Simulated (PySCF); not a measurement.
Molecule: B(H)(Me)(OEt), SMILES CBOCC, singlet. Atoms near the plane z = 0.0 Å, at the CAM-B3LYP/def2-SVP optimised geometry (x, y, z in Å): B1 (-0.5, 1.0, 0.0), H2 (-1.1, 2.0, 0.0), C3 (1.1, 1.0, 0.0), H4 (1.4, 1.5, 0.9), H5 (1.4, 1.6, -0.9), H6 (1.6, 0.0, 0.0), O7 (-1.3, -0.1, 0.0), C8 (-0.8, -1.5, 0.0), H10 (0.1, -1.6, 0.5), H11 (-1.6, -2.0, 0.6).

Level of theory: CAM-B3LYP/def2-TZVP (PySCF). Cells within 0.4 Å of a nucleus heavier than hydrogen are left out (blank, or x). The values are rescaled to run from 0 to 1.

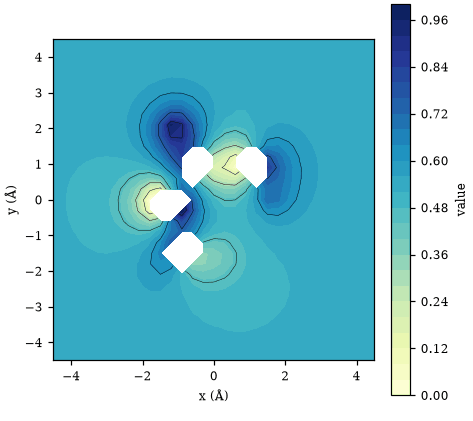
a field on the plane z = 0.0 Å.

**Question.** Which quantity is mapped?
A. log10 of the electron density
B. electrostatic potential
C. Laplacian of the electron density
D. an orbital amplitude

**Answer.** D, an orbital amplitude. In full: HOMO amplitude (bohr^(-3/2)), clipped to [-0.25, 0.25].
